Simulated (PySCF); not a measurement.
# Si2H6O (disiloxane): PBE0/cc-pVDZ

Aim: the energy change on altering one bond length of Si2H6O (disiloxane) at PBE0/cc-pVDZ, from 2 runs. The job is set up through a Python script.

The calculation is run with PySCF 2.14.0.

1 further run of the same task is left out (set aside as unsound or not needed).

## (1) Starting point

Si2H6O has 9 atoms, charge 0, and is taken as a singlet. SMILES: `[SiH3]O[SiH3]`. The shape is that of a PBE0-D4/def2-TZVP optimisation.

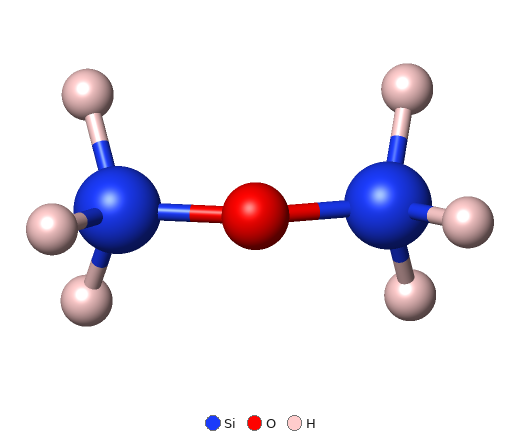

Viewed from a chosen angle; silicon blue, oxygen red, hydrogen pink.

## (2) A single-point energy at PBE0/cc-pVDZ

File input.py:

```python
# [SiH3]O[SiH3]
from pyscf import gto, dft

mol = gto.M(
    atom='''
Si    -1.342254     1.989239    -1.737641
O      0.804173     0.171946    -0.463701
Si     1.465615    -1.963066     1.666266
H     -3.377451     0.428174    -2.883080
H     -0.114593     3.538361    -3.723176
H     -2.468304     3.671284     0.210383
H      4.203261    -2.538148     1.511800
H     -0.017593    -4.300261     1.188222
H      0.847145    -0.997530     4.230927
''',
    max_memory=1860,
    verbose=3,
    unit='bohr',
    basis='cc-pvdz',
)

mf = dft.RKS(mol)
mf.xc = 'pbe0'
mf.conv_tol = 1e-10
mf.grids.level = 5
mf.kernel()
if not mf.converged:
    mf = mf.newton().run(mf.mo_coeff, mf.mo_occ)

etot = mf.e_tot
print('E = %.10f Eh' % etot)
```

The run is started by

```sh
$ OMP_NUM_THREADS=1 python input.py
```

The program printed:

```text
converged SCF energy = -657.524882223499
E = -657.5248822235 Eh
```

It took 17 s on 1 thread of AMD EPYC 7R43 (Zen 3), shared host; peak memory 0.4 GiB.

## (3) The distorted shape

File calc.py:

```python
from pyscf import gto, dft

system = gto.M(
    atom='''
Si    -1.664208     2.261826    -1.928726
O      0.804173     0.171946    -0.463701
Si     1.465615    -1.963066     1.666266
H     -3.699405     0.700761    -3.074165
H     -0.436548     3.810948    -3.914262
H     -2.790258     3.943872     0.019298
H      4.203261    -2.538148     1.511800
H     -0.017593    -4.300261     1.188222
H      0.847145    -0.997530     4.230927
''',
    spin=0,
    unit='bohr',
    basis='cc-pvdz',
    verbose=3,
    max_memory=1860,
)

myscf = dft.RKS(system)
myscf.xc = 'pbe0'
myscf.grids.level = 5
myscf.conv_tol = 1e-10
myscf.kernel()
if not myscf.converged:
    myscf = myscf.newton().run(myscf.mo_coeff, myscf.mo_occ)

e_tot = myscf.e_tot
print(f'total energy: {e_tot:.8f} hartree')
```

The run is started by

```sh
$ OMP_NUM_THREADS=1 python calc.py
```

The program printed:

```text
converged SCF energy = -657.509361546898
total energy: -657.50936155 hartree
```

It took 17 s on 1 thread of AMD EPYC 7R43 (Zen 3), shared host; peak memory 0.4 GiB.

## (4) Outcome

At PBE0/cc-pVDZ:

```
                                                          quantity          value
                                         first shape: total energy  -657.52488 Eh
                                        first shape: dipole moment         0.37 D
                                          first shape: HOMO energy       -8.56 eV
                                          first shape: LUMO energy        0.22 eV
                                        first shape: HOMO–LUMO gap        8.78 eV
                                     distorted shape: total energy  -657.50936 Eh
                                    distorted shape: dipole moment         1.58 D
                                      distorted shape: HOMO energy       -8.16 eV
                                      distorted shape: LUMO energy       -0.40 eV
                                    distorted shape: HOMO–LUMO gap        7.76 eV
energy change with the Si1–O2 bond stretched from 1.634 to 1.879 Å       0.422 eV
```

With the Si1–O2 bond stretched from 1.634 to 1.879 Å the energy rises by 0.42 eV (9.7 kcal/mol). The first shape isn't relaxed at this level, so the change isn't measured from a minimum. Mulliken charges (first shape) run from -0.50 on O2 to +0.45 on Si1. Mulliken charges (distorted shape) run from -0.57 on O2 to +0.48 on Si1.
